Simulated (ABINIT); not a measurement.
# CaInCl3 (Pm-3m): modes at Γ and the response to a field, part 2 of 3

Aim: the zone-centre modes of CaInCl3 (Pm-3m).

ABINIT 10.8.3; DFT LDA, scalar-relativistic, plane waves, PseudoDojo norm-conserving pseudopotentials.

So far. Step 5 (Relaxation): The volume changes by -0.2 % in this run and stands -16.9 % from the first cell. Step 6 (Ground state): The cell stands at -0.25 GPa: the relaxation ran with a smoothed and higher cutoff and on another k mesh. The relaxed cell has a = 5.178 Å (conventional setting).

The structure was built from a prototype and need not be the compound's stable phase.

### Step 8. Linear response at Γ

The derivative of the wavefunctions by k comes first, since the response to a field is built on it; then the field and the displacements that symmetry doesn't supply are solved at q = 0.

It reads the wavefunctions written in step 6.

dfpt_gamma.abi

```
ndtset 2

# common to the responses
getwfk_filepath "gso_WFK"
kptopt 2
nqpt 1
qpt 0.0 0.0 0.0
asr 0
chneut 0

# d/dk
rfelfd1 2
rfdir1 1 1 1
iscf1 -3
tolwfr1 1.0d-20

# displacements, field
rfphon2 1
rfatpol2 1 5
rfdir2 1 1 1
rfelfd2 3
getddk2 1
tolvrs2 1.0d-10
prtwf2 0

# basis, mesh and filling
ecut 31.0
ngkpt 4 4 4
nshiftk 1
shiftk 0.5 0.5 0.5
istwfk *1
occopt 1
nband 22
nstep 100
diemac 9.0
prtebands 0
prtgsr 0
useylm 1

# cell and atoms
acell 9.785154247 9.785154247 9.785154247
rprim 
    1.0 0.0 0.0
    0.0 1.0 0.0
    0.0 0.0 1.0
ntypat 3
znucl 49 20 17
natom 5
typat 1 2 3 3 3
xred 
    0.0 0.0 0.0
    0.5 0.5 0.5
    0.5 0.5 0.0
    0.5 0.0 0.5
    0.0 0.5 0.5
pp_dirpath "./pseudo"
pseudos "In.upf, Ca.upf, Cl.upf"
```

Command:

```bash
OMP_NUM_THREADS=1 mpirun -n 4 abinit dfpt_gamma.abi > dfpt_gamma.log
```

Numbers of over 12 decimals in the logs are rounded to 6 here.

dfpt_gamma.abo, the main output file:

```text
[banners, grids, parts of the stress and lines that vanish by symmetry left out]
- input  file    -> dfpt_gamma.abi
- output file    -> dfpt_gamma.abo
- root for input  files -> dfpt_gammai
[...]
DATASET    1 : space group Pm -3 m (#221); Bravais cP (primitive cubic)
[...]
nfft =      125000          nkpt =          32
[...]
DATASET    2 : space group Pm -3 m (#221); Bravais cP (primitive cubic)
[...]
nfft =      125000          nkpt =          32
[...]
== DATASET  1 ==================================================================
[...]
cutoff_energies: {ecut:  31.0, pawecutdg:  -1.0, }
[...]
- 17.00000   7.00000  180309                  znucl, zion, pspdat
[...]
Perturbation : derivative vs k along direction   1
[...]
-ETOT  1  -23.522234406592     -2.352E+01 5.962E-02 0.000E+00
 ETOT  2  -23.660305498017     -1.381E-01 8.771E-03 0.000E+00
 ETOT  3  -23.666563149605     -6.258E-03 2.254E-04 0.000E+00
 ETOT  4  -23.666952630994     -3.895E-04 3.220E-05 0.000E+00
 ETOT  5  -23.666980947391     -2.832E-05 1.528E-06 0.000E+00
[...]
At SCF step   20   max residual=  9.97E-21 < tolwfr=  1.00E-20 =>converged.
[...]
Perturbation : derivative vs k along direction   2
[...]
-ETOT  1  -23.521321523182     -2.352E+01 5.962E-02 0.000E+00
[...]
At SCF step   20   max residual=  9.97E-21 < tolwfr=  1.00E-20 =>converged.
[...]
Perturbation : derivative vs k along direction   3
[...]
-ETOT  1  -23.522234498347     -2.352E+01 5.962E-02 0.000E+00
[...]
At SCF step   20   max residual=  9.97E-21 < tolwfr=  1.00E-20 =>converged.
[...]
1        1       0.9455421919    0.0000000000
     1        2       0.0000000000    0.0000000000
     1        3       0.0000000000    0.0000000000
     2        1       0.0000000000    0.0000000000
     2        2       0.9455421919    0.0000000000
     2        3       0.0000000000    0.0000000000
     3        1       0.0000000000    0.0000000000
     3        2       0.0000000000    0.0000000000
     3        3       0.9455421919    0.0000000000
[...]
== DATASET  2 ==================================================================
[...]
cutoff_energies: {ecut:  31.0, pawecutdg:  -1.0, }
[...]
Perturbation : displacement of atom   1   along direction   1
[...]
-ETOT  1   10.733256923283     -2.484E+04 4.633E+01 2.264E+02
[...]
At SCF step   14       vres2   =  2.86E-11 < tolvrs=  1.00E-10 =>converged.
[...]
Perturbation : displacement of atom   2   along direction   1
[...]
-ETOT  1   15.589032482364     -4.348E+03 1.748E+01 6.000E+03
[...]
At SCF step   15       vres2   =  2.92E-11 < tolvrs=  1.00E-10 =>converged.
[...]
Perturbation : displacement of atom   3   along direction   1
[...]
-ETOT  1   1.734198     -1.191E+03 2.234E+00 8.506E+02
[...]
At SCF step   14       vres2   =  1.27E-11 < tolvrs=  1.00E-10 =>converged.
[...]
Perturbation : displacement of atom   3   along direction   3
[...]
-ETOT  1   11.617471585441     -1.211E+03 2.107E+00 5.597E+03
[...]
At SCF step   16       vres2   =  1.61E-11 < tolvrs=  1.00E-10 =>converged.
[...]
Perturbation : homogeneous electric field along direction   1
[...]
-ETOT  1  -66.991112923817     -6.699E+01 9.901E-01 3.075E+04
[...]
ETOT 14  -87.064745413057     -5.826E-12 3.157E-13 2.004E-10
 ETOT 15  -87.064745413057     -8.527E-14 9.319E-14 6.802E-12
 At SCF step   15       vres2   =  6.80E-12 < tolvrs=  1.00E-10 =>converged.
[...]
Dielectric tensor, in cartesian coordinates,
[...]
1    7   1    7         3.8322056544        -0.0000000000
   1    7   2    7        -0.0000000000        -0.0000000000
   1    7   3    7        -0.0000000000        -0.0000000000
   2    7   1    7        -0.0000000000        -0.0000000000
   2    7   2    7         3.8322056544        -0.0000000000
   2    7   3    7        -0.0000000000        -0.0000000000
   3    7   1    7        -0.0000000000        -0.0000000000
   3    7   2    7        -0.0000000000        -0.0000000000
   3    7   3    7         3.8322056544        -0.0000000000
  Effective charges, in cartesian coordinates,
[...]
1    1   1    7         1.9363141665         0.0000000000
   2    1   1    7         0.0000000000         0.0000000000
   3    1   1    7         0.0000000000         0.0000000000
   1    2   1    7         2.4260887098         0.0000000000
   2    2   1    7         0.0000000000         0.0000000000
[...]
Effective charges, in cartesian coordinates,
[...]
2    7   1    5         0.0000000000         0.0000000000
   3    7   1    5         0.0000000000         0.0000000000
   1    7   2    5         0.0000000000         0.0000000000
   2    7   2    5        -1.2250002481         0.0000000000
   3    7   2    5         0.0000000000         0.0000000000
   1    7   3    5         0.0000000000         0.0000000000
   2    7   3    5         0.0000000000         0.0000000000
   3    7   3    5        -1.2250002481         0.0000000000
  Phonon wavevector (reduced coordinates) :  0.00000  0.00000  0.00000
 Phonon energies in Hartree :
[...]
Phonon frequencies in cm-1    :
- -6.471706E+01 -6.471706E+01 -6.471706E+01 -2.404705E+01 -2.404705E+01
- -2.404705E+01  1.449568E+00  1.449568E+00  1.449568E+00  8.339512E+01
-  8.339512E+01  8.339512E+01  3.291610E+02  3.291610E+02  3.291610E+02
  Phonon at Gamma, with non-analyticity in the
[...]
Phonon energies in Hartree :
[...]
Phonon frequencies in cm-1    :
- -6.471706E+01 -6.471706E+01 -2.404705E+01 -2.404705E+01 -2.404705E+01
-  1.447847E+00  1.449568E+00  1.449568E+00  4.089852E+01  8.339512E+01
-  8.339512E+01  1.113512E+02  3.291610E+02  3.291610E+02  3.618804E+02
  Phonon at Gamma, with non-analyticity in the
[...]
Phonon energies in Hartree :
[...]
Phonon frequencies in cm-1    :
- -6.471706E+01 -6.471706E+01 -2.404705E+01 -2.404705E+01 -2.404705E+01
-  1.447846E+00  1.449568E+00  1.449568E+00  4.089852E+01  8.339512E+01
-  8.339512E+01  1.113512E+02  3.291610E+02  3.291610E+02  3.618804E+02
  Phonon at Gamma, with non-analyticity in the
[...]
Phonon energies in Hartree :
[...]
Phonon frequencies in cm-1    :
- -6.471706E+01 -6.471706E+01 -2.404705E+01 -2.404705E+01 -2.404705E+01
-  1.447846E+00  1.449568E+00  1.449568E+00  4.089852E+01  8.339512E+01
-  8.339512E+01  1.113512E+02  3.291610E+02  3.291610E+02  3.618804E+02
[...]
fcart2     0.0000000000E+00  0.0000000000E+00  0.0000000000E+00
           strten2     0.0000000000E+00  0.0000000000E+00  0.0000000000E+00
================================================================================
```

It took 6.2 min on 4 MPI ranks of Arm Neoverse V2, shared host; 25 min of CPU time.

This step gave:

```yaml
miss_of_the_charge_sum_rule: 0.005660 e
largest_acoustic_frequency_at_the_zone_centre_before_the_sum_rule: 1.45 cm⁻¹
highest_optical_zone_centre_mode_no_lo_to_term: 329.2 cm⁻¹
lowest_optical_zone_centre_mode: -64.72 cm⁻¹
mean_high_frequency_dielectric_constant: 3.832
largest_born_charge_in_size_third_of_the_trace: 2.426 e
```

Born charge (rows field, columns displacement), before the sum rule (e), principal values of the symmetric part by kind of site:

```tsv
atom	atoms with these values	low	middle	high	mean
In1	1	1.94	1.94	1.94	1.94
Ca2	1	2.43	2.43	2.43	2.43
Cl3	3	-1.91	-1.23	-1.23	-1.45
```

In full for In1:

```
1.94 0.00 0.00
0.00 1.94 0.00
0.00 0.00 1.94
```

High-frequency dielectric tensor:

```
3.83 0.00 0.00
0.00 3.83 0.00
0.00 0.00 3.83
```

The acoustic modes at Γ come out as far as 1.4 cm⁻¹ from zero, where they should vanish, a small numerical error; the Born charges miss their sum rule by 0.0057 e, which is good. The lowest optical mode is imaginary, 65i cm⁻¹, an instability at this level and on this k mesh.

### Step 9. Zone-centre analysis

anaddb reads the merged derivatives, imposes the acoustic sum rule and charge neutrality, and adds the LO-TO term along chosen directions.

anaddb.abi

```
ddb_filepath "gamma_DDB"
output_file "anaddb.abo"
outdata_prefix "anaddb"
asr 1
chneut 1
enunit 2
eivec 1
nph1l 1
qph1l 0.0 0.0 0.0 1.0
dieflag 2
nph2l 3
qph2l 
    1.0 0.0 0.0 0.0
    0.0 0.0 1.0 0.0
    1.0 1.0 1.0 0.0
```

mrgddb.in

```
gamma_DDB
merged
2
dfpt_gammao_DS2_DDB
gso_DDB
```

Command:

```bash
mrgddb < mrgddb.in > mrgddb.log
OMP_NUM_THREADS=1 anaddb anaddb.abi > anaddb.log
```

anaddb.abo, the main output file:

```text
[banners, grids, parts of the stress and lines that vanish by symmetry left out]
-outvars_anaddb: echo values of input variables ----------------------

 Flags :
[...]
Dielectric Tensor and Effective Charges
[...]
Effective charge tensors after
[...]
Phonon wavevector (reduced coordinates) :  0.00000  0.00000  0.00000
 Phonon energies in Hartree :
[...]
Phonon energies in meV     :
- -8.024488E+00 -8.024488E+00 -8.024488E+00 -2.983389E+00 -2.983389E+00
- -2.983389E+00  0.000000E+00  0.000000E+00  0.000000E+00  1.033579E+01
-  1.033579E+01  1.033579E+01  4.080987E+01  4.080987E+01  4.080987E+01
 Phonon frequencies in cm-1    :
- -6.472186E+01 -6.472186E+01 -6.472186E+01 -2.406266E+01 -2.406266E+01
- -2.406266E+01  0.000000E+00  0.000000E+00  0.000000E+00  8.336376E+01
-  8.336376E+01  8.336376E+01  3.291538E+02  3.291538E+02  3.291538E+02
 Phonon frequencies in Thz     :
- -1.940313E+00 -1.940313E+00 -1.940313E+00 -7.213803E-01 -7.213803E-01
- -7.213803E-01  0.000000E+00  0.000000E+00  0.000000E+00  2.499183E+00
-  2.499183E+00  2.499183E+00  9.867783E+00  9.867783E+00  9.867783E+00
 Phonon energies in Kelvin  :
- -9.312032E+01 -9.312032E+01 -9.312032E+01 -3.462079E+01 -3.462079E+01
- -3.462079E+01  0.000000E+00  0.000000E+00  0.000000E+00  1.199419E+02
-  1.199419E+02  1.199419E+02  4.735789E+02  4.735789E+02  4.735789E+02
[...]
-  1  0.00000000E+00  0.00000000E+00 -1.51070251E-03
-     0.00000000E+00  0.00000000E+00  0.00000000E+00
-  2  0.00000000E+00  0.00000000E+00  3.74046875E-04
-     0.00000000E+00  0.00000000E+00  0.00000000E+00
-  3  0.00000000E+00  0.00000000E+00  5.71888218E-04
-     0.00000000E+00  0.00000000E+00  0.00000000E+00
-  4  0.00000000E+00  0.00000000E+00  1.94896913E-03
-     0.00000000E+00  0.00000000E+00  0.00000000E+00
-  5  0.00000000E+00  0.00000000E+00  1.94896913E-03
-     0.00000000E+00  0.00000000E+00  0.00000000E+00
[...]
-  1  0.00000000E+00  1.51070251E-03  0.00000000E+00
-     0.00000000E+00  0.00000000E+00  0.00000000E+00
-  2  0.00000000E+00 -3.74046875E-04  0.00000000E+00
-     0.00000000E+00  0.00000000E+00  0.00000000E+00
-  3  0.00000000E+00 -1.94896913E-03  0.00000000E+00
-     0.00000000E+00  0.00000000E+00  0.00000000E+00
-  4  0.00000000E+00 -5.71888218E-04  0.00000000E+00
-     0.00000000E+00  0.00000000E+00  0.00000000E+00
-  5  0.00000000E+00 -1.94896913E-03  0.00000000E+00
-     0.00000000E+00  0.00000000E+00  0.00000000E+00
[...]
-  1  1.51070251E-03  0.00000000E+00  0.00000000E+00
-     0.00000000E+00  0.00000000E+00  0.00000000E+00
-  2 -3.74046875E-04  0.00000000E+00  0.00000000E+00
-     0.00000000E+00  0.00000000E+00  0.00000000E+00
-  3 -1.94896913E-03  0.00000000E+00  0.00000000E+00
-     0.00000000E+00  0.00000000E+00  0.00000000E+00
-  4 -1.94896913E-03  0.00000000E+00  0.00000000E+00
-     0.00000000E+00  0.00000000E+00  0.00000000E+00
[...]
Phonon at Gamma, with non-analyticity in the
[...]
Phonon energies in Hartree :
[...]
Phonon energies in meV     :
- -8.024488E+00 -8.024488E+00 -2.983389E+00 -2.983389E+00 -2.983389E+00
-  0.000000E+00  0.000000E+00  0.000000E+00  5.073924E+00  1.033579E+01
[...]
Phonon frequencies in cm-1    :
[...]
Phonon frequencies in Thz     :
[...]
Phonon energies in Kelvin  :
[...]
-  0.000000E+00  0.000000E+00  0.000000E+00  5.888044E+01  1.199419E+02
-  1.199419E+02  1.602036E+02  4.735789E+02  4.735789E+02  5.206607E+02
[...]
-  5  0.00000000E+00  0.00000000E+00 -2.78150787E-03
-     0.00000000E+00  0.00000000E+00  0.00000000E+00
[...]
-  1  0.00000000E+00  0.00000000E+00  0.00000000E+00
-     0.00000000E+00  0.00000000E+00  0.00000000E+00
-  2  0.00000000E+00  0.00000000E+00  0.00000000E+00
-     0.00000000E+00  0.00000000E+00  0.00000000E+00
-  3  0.00000000E+00 -2.78150787E-03  0.00000000E+00
-     0.00000000E+00  0.00000000E+00  0.00000000E+00
-  4  0.00000000E+00  0.00000000E+00  0.00000000E+00
-     0.00000000E+00  0.00000000E+00  0.00000000E+00
-  5  0.00000000E+00  2.78150787E-03  0.00000000E+00
-     0.00000000E+00  0.00000000E+00  0.00000000E+00
[...]
Phonon at Gamma, with non-analyticity in the
[...]
Phonon energies in Hartree :
[...]
Phonon energies in meV     :
- -8.024488E+00 -8.024488E+00 -2.983389E+00 -2.983389E+00 -2.983389E+00
-  0.000000E+00  0.000000E+00  0.000000E+00  5.073924E+00  1.033579E+01
-  1.033579E+01  1.380528E+01  4.080987E+01  4.080987E+01  4.486706E+01
 Phonon frequencies in cm-1    :
- -6.472186E+01 -6.472186E+01 -2.406266E+01 -2.406266E+01 -2.406266E+01
[...]
Phonon frequencies in Thz     :
[...]
Phonon energies in Kelvin  :
[...]
Phonon at Gamma, with non-analyticity in the
[...]
Phonon energies in Hartree :
[...]
Phonon energies in meV     :
[...]
Phonon frequencies in cm-1    :
[...]
Phonon frequencies in Thz     :
[...]
Phonon energies in Kelvin  :
[...]
-  0.000000E+00  0.000000E+00  0.000000E+00  5.888044E+01  1.199419E+02
-  1.199419E+02  1.602036E+02  4.735789E+02  4.735789E+02  5.206607E+02
[...]
-  4  1.61985562E-04  1.55006938E-03 -5.98910232E-05
-     0.00000000E+00  0.00000000E+00  0.00000000E+00
-  5 -2.45937601E-03 -1.02094539E-04 -5.98910232E-05
-     0.00000000E+00  0.00000000E+00  0.00000000E+00
[...]
;  5 -1.70108166E-03 -7.45128882E-05 -7.45128882E-05
;     0.00000000E+00  0.00000000E+00  0.00000000E+00
-
```

Elapsed: 0.51 s, on 1 thread.

Numbers from this step:

```yaml
miss_of_the_charge_sum_rule: 0.00566 e
highest_optical_zone_centre_mode_no_lo_to_term: 329.1 cm⁻¹
highest_mode_moved_by_the_lo_to_term: 361.9 cm⁻¹
```

No LO-TO term; unit eigenvectors of the mass-weighted matrix, from anaddb's displacements. Modes at Γ, with each element's share of the kinetic energy (negative means imaginary):

```tsv
mode	frequency (cm⁻¹)	symmetry	In %	Ca %	Cl %
1	-64.7	T1u	48	1	51
2	-64.7	T1u	48	1	51
3	-64.7	T1u	48	1	51
4	-24.1	T2u	0	0	100
5	-24.1	T2u	0	0	100
6	-24.1	T2u	0	0	100
7	0.0	acoustic	44	15	41
8	0.0	acoustic	44	15	41
9	0.0	acoustic	44	15	41
10	83.4	T1u	8	44	48
11	83.4	T1u	8	44	48
12	83.4	T1u	8	44	48
13	329.2	T1u	0	40	60
14	329.2	T1u	0	40	60
15	329.2	T1u	0	40	60
```

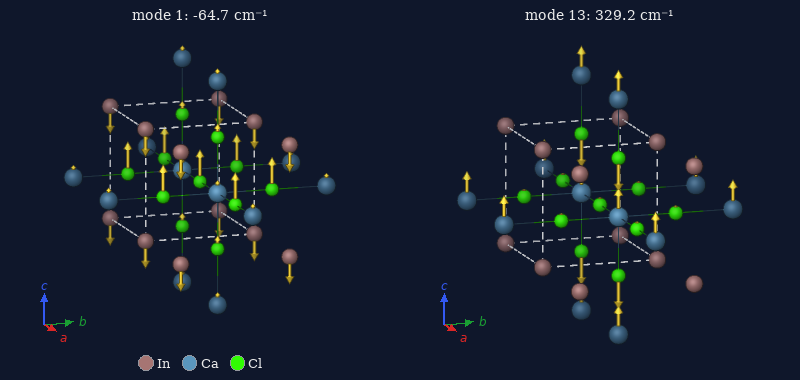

Displacement patterns of modes 1 and 13 at Γ; arrows are exaggerated. 2×1×1 cells are drawn. Some periodic images of atoms are drawn too.

With imaginary modes the relaxed-ion tensors have no meaning and are not tabulated.

The rule moves no optical mode by more than 0.1 cm⁻¹.

[end of part 2 of 3]

[Host names and launcher messages were left out of these logs when they were recorded.]

[Logs are printed without paths, hosts, clocks, repeated set-up lines and the standing remarks that a program may print on its own settings, such as how far it seeks lower states.]

[Hosts, paths, dates, database ids (printed as entryN), source tags and the programs' standing remarks are cut or masked in the printed files.]
